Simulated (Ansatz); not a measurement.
The figure comes from a scan of VBiO₄ (scheelite type, space group I4_1/a): the cell is scaled evenly about its relaxed volume V₀. The numbers are results of r2SCAN (plane waves to 500 eV, PAW, scalar-relativistic; Ansatz, a program for electronic structure), not measurements. k mesh 7×7×7 (Γ-centred), Fermi-Dirac smearing 0.05 eV. E stands for the smeared free energy. Spin-orbit coupling is left out, though Bi is heavy. This is one of several known forms of VBiO4; the measured ambient cells at hand have space group No. 15 or 60. VBiO4 is run without spin polarisation. VBiO4 was relaxed with its symmetry unable to fall. ΔE is measured from the relaxed starting cell.

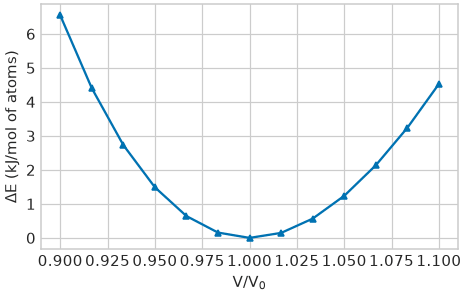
Fig. 1. ΔE (kJ/mol of atoms) against V/V₀; computed points joined by lines.

Question: Turn the plot into a table (rounded to what can be read).

Answer: To the nearest 0.1:

| V/V₀ | ΔE (kJ/mol of atoms) |
|---|---|
| 0.900 | 6.5 |
| 0.917 | 4.4 |
| 0.933 | 2.7 |
| 0.950 | 1.5 |
| 0.967 | 0.6 |
| 0.983 | 0.2 |
| 1.000 | 0.0 |
| 1.017 | 0.1 |
| 1.033 | 0.6 |
| 1.050 | 1.2 |
| 1.067 | 2.1 |
| 1.083 | 3.2 |
| 1.100 | 4.5 |

(Under strain, the slope of the energy per volume gives the stress and its curvature an elastic modulus.)
